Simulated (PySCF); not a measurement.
Input file:

```
{"job": {"kind": "uv", "xc": "CAM-B3LYP", "basis": "def2-SVPD", "nstates": 8, "ntriplets": 3}, "charge": 0, "multiplicity": 1}
C      2.574634     0.728230    -0.256940
Si     2.053583    -1.093194    -0.248937
C      0.666271    -1.300920     1.087145
F      0.267001    -2.641212     1.083304
C     -0.466205    -0.447440     0.825066
C     -1.417216     0.248418     0.568872
Si    -2.895497     1.298174     0.190339
O     -4.202530     0.775282     1.004703
H      1.731891     1.378599    -0.476171
H      2.985850     1.035974     0.700695
H      3.334935     0.904909    -1.010791
H      3.148892    -1.982260     0.153997
H      1.484913    -1.506892    -1.533096
H      1.041340    -1.115486     2.101974
H     -2.726454     2.648204     0.710310
H     -3.117609     1.220543    -1.257491
H     -4.470796    -0.138898     0.996572
```

Run with:

```sh
OMP_NUM_THREADS=1 python probes_run.py task.json out
```

Geometry: GFN2-xTB.

Theory: CAM-B3LYP/def2-SVPD, SCF density, gas phase in PySCF 2.14.0.

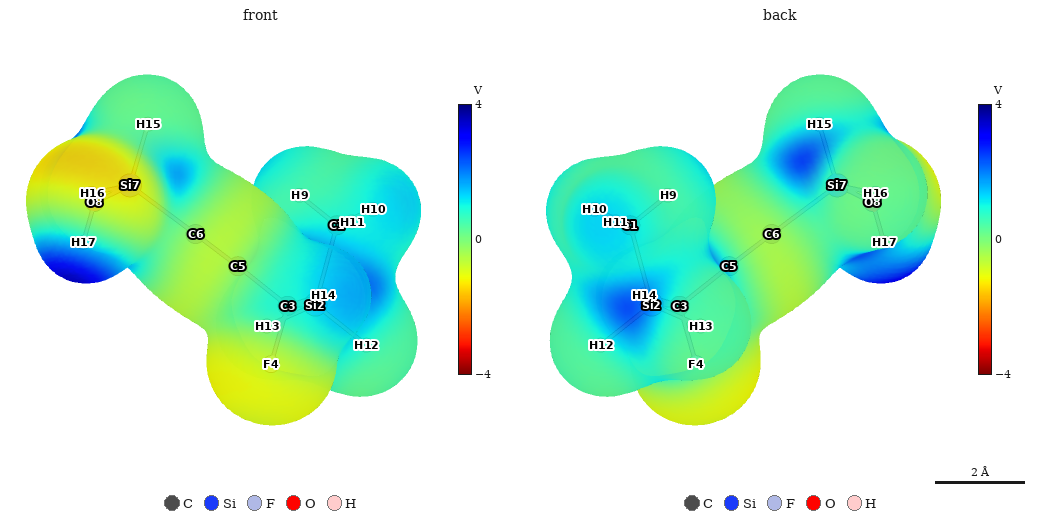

C4H9FOSi2 (SMILES C[SiH2][C@H](F)C#C[SiH2]O). The molecular electrostatic potential painted on the density surface at 0.004 e/bohr³, seen from the front and from behind; the colour scale runs from red (negative) to blue (positive).

Q: Where is the surface potential most negative and most positive?

A: The most negative region (about −1.5 V, or −35 kcal/mol for a unit charge) lies over O8, the most positive (about +3.3 V, or +76 kcal/mol for a unit charge) over H17. O8 is the likeliest acceptor of a hydrogen bond.

Q: How polar is the molecule by this calculation?

A: Its dipole moment is 1.91 D.
